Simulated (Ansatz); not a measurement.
System: FH₅OSi₂···H₂.

```yaml
atoms:
  - { symbol: Si, position_ang: [-1.4947, 0.7328, -0.1942] }
  - { symbol: H, position_ang: [2.4323, 1.4216, -1.4891] }
  - { symbol: O, position_ang: [-0.5293, -0.5599, -0.1235] }
  - { symbol: Si, position_ang: [0.5140, -1.5055, 0.7185] }
  - { symbol: H, position_ang: [-2.1687, 0.7518, -1.5073] }
  - { symbol: H, position_ang: [-2.4378, 0.7409, 0.9461] }
  - { symbol: H, position_ang: [1.8382, 1.7350, -1.1633] }
  - { symbol: F, position_ang: [-0.6165, 2.0602, -0.0815] }
  - { symbol: H, position_ang: [0.0681, -1.6112, 2.1320] }
  - { symbol: H, position_ang: [1.8739, -0.9165, 0.6690] }
  - { symbol: H, position_ang: [0.5205, -2.8492, 0.0933] }
```

The product side of a reaction path; geometry: PBE0-D4/def2-TZVP; a saddle point, not a minimum.

The calculation used RKS PBE0-D4/def2-TZVPP in Ansatz.

### Predict the electron density and electron localisation function between the atoms.

Si–O (1.61 Å): ρ is about 1.2 e/Å³ halfway; the ELF peaks at about 0.85 between the atoms, as expected for a short, strongly polar bond.
Si–H (1.48 Å): ρ at the midpoint is about 0.87 e/Å³; the ELF climbs to about 1 towards the hydrogen, as it does in any bond to H.

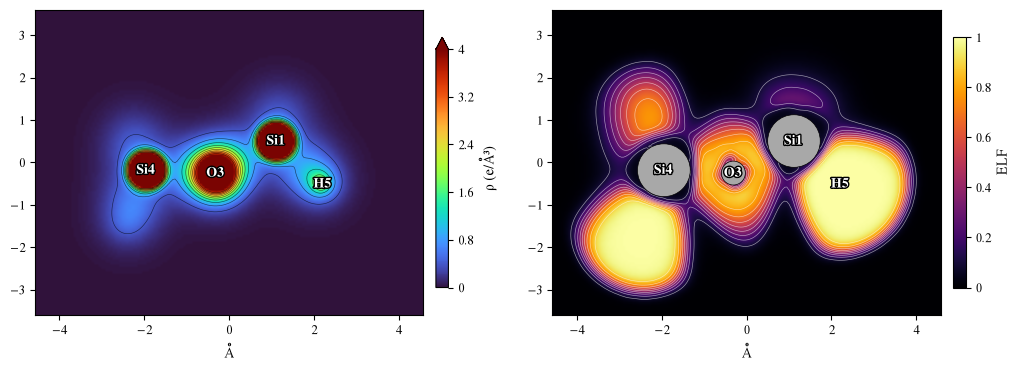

Computed electron density and electron localisation function on the plane of atoms O3, Si1 and H5, in this order. Grey discs cover the atomic cores in the ELF map. 
